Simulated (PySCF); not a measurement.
SMILES c1cccc(OC)c1-c1ccc[se]1, singlet at its GFN2-xTB optimised geometry (Å):

```
23

C     -3.3024    -0.6444    -0.0002
O     -1.9004    -0.5456    -0.0002
C     -1.3109     0.6838     0.0000
C     -2.0150     1.8783    -0.0002
C     -1.3406     3.0875    -0.0006
C      0.0422     3.1072    -0.0003
C      0.7479     1.9204     0.0000
C      0.1005     0.6838     0.0000
C      0.8432    -0.5583    -0.0022
C      2.2086    -0.7074     0.0047
C      2.6820    -2.0340    -0.0049
C      1.7099    -2.9842    -0.0198
Se     0.0147    -2.2442    -0.0212
H     -3.5198    -1.7113     0.0004
H     -3.7344    -0.1868    -0.8955
H     -3.7344    -0.1858     0.8947
H     -3.0937     1.8778    -0.0006
H     -1.9015     4.0098    -0.0015
H      0.5721     4.0475    -0.0008
H      1.8255     1.9516    -0.0006
H      2.8898     0.1263     0.0175
H      3.7344    -2.2664    -0.0007
H      1.8680    -4.0475    -0.0295
```

Computed with B3LYP/def2-SVP (PySCF). Cells within 0.4 Å of a nucleus heavier than hydrogen are left out (blank, or x).

Map of the electrostatic potential (hartree/e), clipped to [-0.08, 0.12] on the plane z = 0.0 Å:

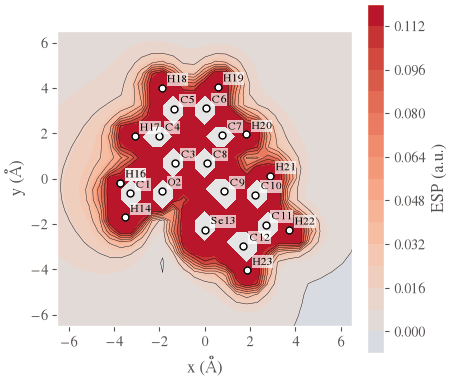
Figure. Electrostatic potential (hartree/e), clipped to [-0.08, 0.12] on the plane z = 0.0 Å.
